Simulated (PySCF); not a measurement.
System: C$_{5}$H$_{16}$OPSi$_{2}$ (SMILES C=CC[Si](C)(C)O[SiH2][PH3+]) (charge +1).

Input file:

```
{"job": {"xc": "KT3", "basis": "6-31G*", "kind": "nmr", "pop": true}, "charge": 1, "multiplicity": 1}
C     -0.786940    -2.319367    -0.227032
C     -1.072340    -1.284737    -1.012676
C     -1.741091    -0.039381    -0.565809
Si    -0.483002     1.383926    -0.273110
C     -1.223648     2.844223     0.671276
C      0.580109     1.793226    -1.786434
O      0.614646     0.646389     0.804549
Si     1.249248    -0.296012     1.890981
P      1.955165    -2.193287     0.675058
H     -1.126267    -2.353415     0.797721
H     -0.385070    -3.234342    -0.635455
H     -0.791690    -1.315301    -2.057327
H     -2.458150     0.274125    -1.322424
H     -2.289594    -0.222760     0.358462
H     -1.714337     2.528882     1.588305
H     -1.961013     3.365448     0.069210
H     -0.457685     3.565555     0.941086
H      1.382812     2.478699    -1.528883
H      1.033897     0.906605    -2.222053
H     -0.013259     2.269592    -2.560591
H      0.310668    -0.907452     2.821563
H      2.519066     0.246107     2.352366
H      2.056525    -2.239030    -0.694448
H      3.290831    -2.414367     0.972146
H      1.500181    -3.459181     0.952654
```

Launched as:

```sh
OMP_NUM_THREADS=1 python ens_run.py task.json out
```

Geometry: GFN2-xTB.

Level of theory: PySCF 2.14.0, KT3/6-31G*, SCF density, gas phase, non-relativistic.

What can the converged electron density and electron localisation function tell about the bonding?

Si–O (1.57 Å): ρ is about 1.3 e/Å³ halfway; the ELF peaks at about 0.85 between the atoms: a polar covalent bond.
C–H (1.09 Å): ρ at the midpoint is about 1.9 e/Å³; the ELF climbs to about 1 towards the hydrogen, as it does in any bond to H: a covalent bond by its length.

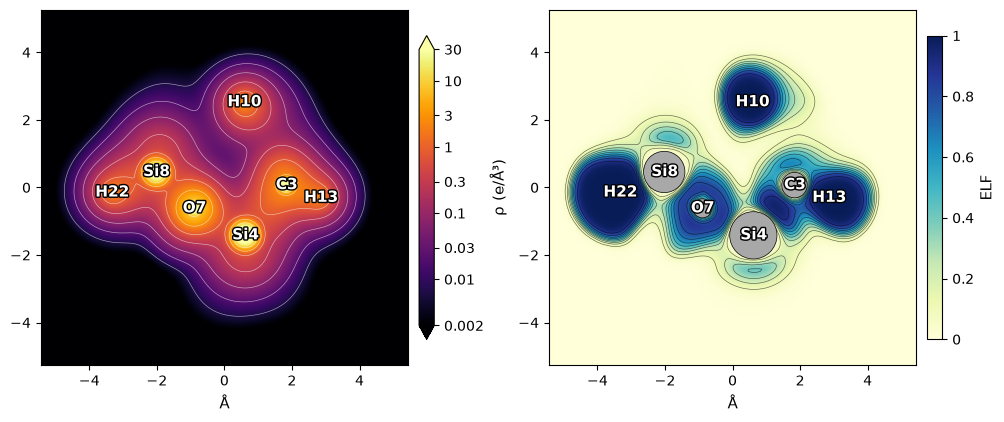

Computed electron density and electron localisation function on the plane of atoms C3, Si4 and O7, in this order. Grey discs cover the atomic cores in the ELF map. 
